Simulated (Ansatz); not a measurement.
```yaml
atoms:
  - { symbol: C, position_ang: [1.5520, 2.0970, 0.9634] }
  - { symbol: C, position_ang: [1.6189, 1.8808, -0.5459] }
  - { symbol: C, position_ang: [0.5725, 0.8819, -1.0628] }
  - { symbol: Mg, position_ang: [-1.4264, 1.3041, -0.4984] }
  - { symbol: H, position_ang: [1.6726, 1.1442, 1.5068] }
  - { symbol: H, position_ang: [2.3304, 2.7878, 1.3262] }
  - { symbol: H, position_ang: [0.5760, 2.5239, 1.2698] }
  - { symbol: H, position_ang: [1.4960, 2.8571, -1.0521] }
  - { symbol: H, position_ang: [2.6455, 1.5503, -0.8030] }
  - { symbol: H, position_ang: [0.8264, -0.1303, -0.6835] }
  - { symbol: H, position_ang: [0.6523, 0.7907, -2.1638] }
  - { symbol: H, position_ang: [-3.0503, 1.6283, -0.0628] }
```

Geometry: r2SCAN-D4/def2-SVP.

Theory: Ansatz, isolated molecule in a Gaussian basis; Kohn-Sham density functional theory, functional PBE0.

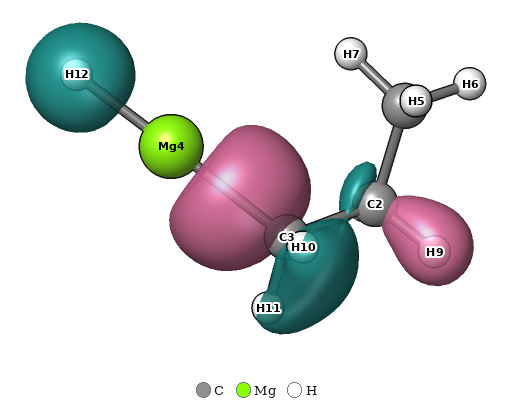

C₃H₈Mg (SMILES CC[CH2][MgH]). One frontier orbital at ±0.15 Å⁻³ᐟ² (teal and pink are the two phases), seen across its widest extent.

Which orbital is it: HOMO or LUMO?

The HOMO, at −6.37 eV. Its weight (Hirshfeld) is mainly on C3 (about 40 %), Mg4 (about 20 %), H12 (about 15 %) and C2 (about 5 %).
